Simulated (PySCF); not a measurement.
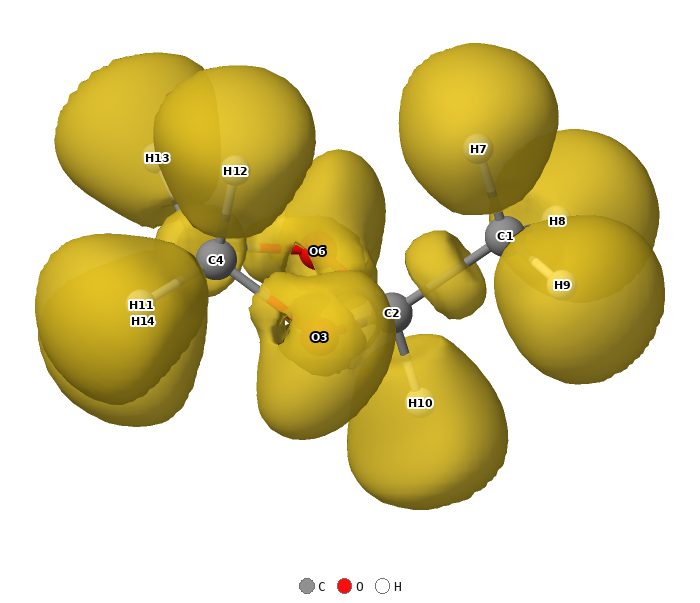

*C4H8O2. Isosurface of the ELF at 0.75 (yellow), seen from one side. Core shells and regions of very low density are left out.*

Geometry: GFN2-xTB.

Level of theory: PBE0/pcSseg-1, SCF density, gas phase, non-relativistic in PySCF.

The calculation's input:

```
{"job": {"kind": "nmr", "xc": "PBE0", "basis": "pcSseg-1"}, "charge": 0, "multiplicity": 1}
C      1.906323    -0.071863     0.115045
C      0.618647    -0.253568     0.915290
O     -0.098876     0.951591     1.062703
C     -1.196884     0.899985     0.179224
C     -1.498839    -0.598826     0.115701
O     -0.223157    -1.183887     0.263474
H      1.674792     0.300115    -0.879570
H      2.409309    -1.029770     0.028882
H      2.549626     0.638225     0.625688
H      0.860125    -0.611561     1.931256
H     -2.003213     1.498977     0.600598
H     -0.920087     1.288636    -0.810618
H     -1.924322    -0.925507    -0.833356
H     -2.154120    -0.903021     0.943541
```

Command:

```sh
OMP_NUM_THREADS=1 python probes_run.py task.json out
```

**What do the ELF domains correspond to?**

The ELF exceeds this value in two regions between bonded C–C atoms (shared pairs), eight regions around hydrogen nuclei and two regions on O in which the atom's valence shell and bonds are merged. Profiles from the grid: C–O (1.41 Å): the ELF peaks at about 0.85 between the atoms (a polar covalent bond). C–C (1.53 Å): the ELF peaks at about 0.95 between the atoms (localised, covalent bonding).
